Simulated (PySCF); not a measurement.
Input file:

```
{"job": {"kind": "nmr", "xc": "PBE0", "basis": "pcSseg-1"}, "charge": 0, "multiplicity": 1}
B     -2.627369     0.136228     0.616362
C     -2.340078     0.482628    -0.887278
C     -0.965778    -0.063804    -0.668668
C      0.116790     0.558786    -0.111616
C      1.268326    -0.259546     0.002473
Si     2.912183     0.313693     0.708214
C      1.024267    -1.512557    -0.475263
S     -0.579240    -1.715899    -1.058353
H     -2.998114    -0.935556     0.902941
H     -2.420217     0.932806     1.446820
H     -2.299745     1.532053    -1.168425
H     -2.867161    -0.083384    -1.649890
H      0.096325     1.588764     0.198955
H      2.647555     1.174989     1.862204
H      3.639600     1.069498    -0.315515
H      3.683105    -0.864728     1.105928
H      1.702554    -2.341941    -0.518798
```

Run with:

```sh
OMP_NUM_THREADS=1 python probes_run.py task.json out
```

Geometry: GFN2-xTB.

Theory: PBE0/pcSseg-1, SCF density, gas phase, non-relativistic (PySCF).

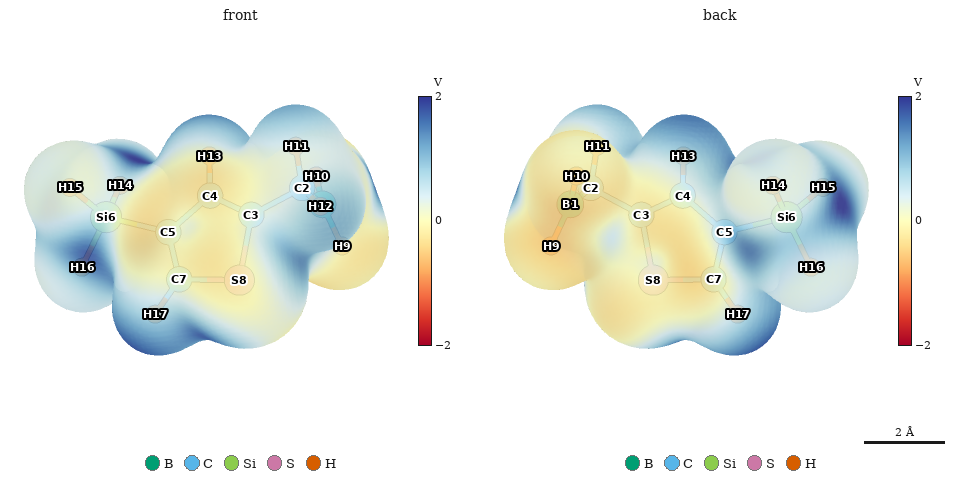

C5H9BSSi (SMILES BCc1cc([SiH3])cs1). The molecular electrostatic potential painted on the density surface at 0.004 e/bohr³, seen from the front and from behind; the colour scale runs from red (negative) to blue (positive).

Which sites attract a positive test charge, and which a negative one?

Answer. A positive charge is drawn to the negative regions and a negative charge to the positive ones. The most negative region (about −0.5 V) lies over H9, the most positive (about +1.9 V) over Si6.

What dipole moment does the calculation give?

Answer. Its dipole moment is 1.10 D.
